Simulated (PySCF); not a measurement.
**Run report: CH₄F₃NSi, polarizability calculation**

System: CH₄F₃NSi, SMILES CN[Si](F)(F)F.
Method: B3LYP/cc-pVDZ, RKS (PySCF 2.14.0).

The geometry comes from this level: PBE0-D4/def2-TZVP.

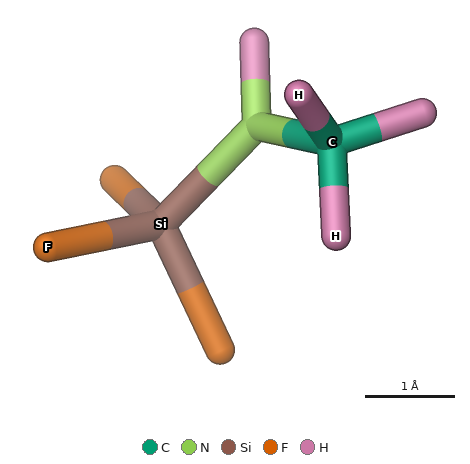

The structure (stick view, seen at a tilt). Bond lengths as drawn: C–H 1.09 Å, C–N 1.45 Å, F–Si 1.58 Å, H–N 1.01 Å and N–Si 1.67 Å.

Input file (job.py)
```python
import numpy
from pyscf import gto, dft
from pyscf.prop.polarizability import rks

molecule = gto.Mole()
molecule.atom = '''
C      0.192100    -1.054000     0.940300
N      0.609500     0.071900     0.126100
Si    -0.361500     0.924500    -0.931300
F     -1.157900    -0.049900    -1.881500
F      0.542600     1.889500    -1.787100
F     -1.475500     1.819700    -0.258100
H      0.924800    -1.863500     0.893300
H     -0.751400    -1.452800     0.563600
H      0.041900    -0.779100     1.989000
H      1.518500     0.442600     0.348500
'''
molecule.max_memory = 1860
molecule.spin = 0
molecule.verbose = 3
molecule.basis = 'cc-pvdz'
molecule.build()

mf = dft.RKS(molecule)
mf.xc = 'b3lyp'
mf.conv_tol = 1e-10
mf.grids.level = 4
mf.kernel()
if not mf.converged:
    mf = mf.newton().run(mf.mo_coeff, mf.mo_occ)

energy = mf.e_tot
print('Final energy', energy)
pol = rks.Polarizability(mf)
alpha = pol.polarizability()
print('isotropic polarizability %.4f bohr^3' % (numpy.trace(alpha) / 3))
alpha_w = pol.polarizability_with_freq(freq=0.0774)
```

Launch command:
```bash
OMP_NUM_THREADS=1 python job.py
```

The program's output
```
converged SCF energy = -684.506257797355
Final energy -684.5062577973549
isotropic polarizability 34.2440 bohr^3
```

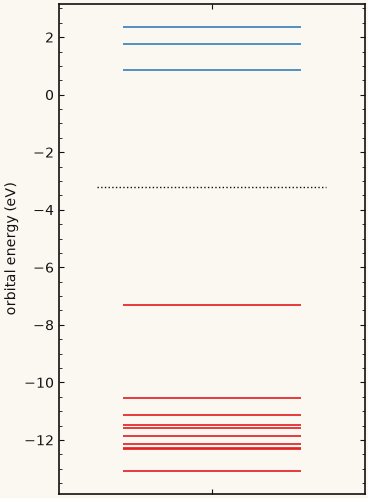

Orbital energies near the frontier; the dotted line parts filled from empty levels, and levels within 0.02 eV of each other stand side by side. Highest filled −7.30 eV, lowest empty 0.86 eV, 8.16 eV apart.

Summary

```tsv
quantity	value
outcome	converged
total energy	−684.506258 hartree
basis functions	108
HOMO	−7.30 eV
LUMO	0.86 eV
dipole moment	3.00 D
hardware	1 thread of Arm Neoverse V1, 24 GiB of memory available, shared host
wall time	18 min
peak memory	0.67 GiB
```
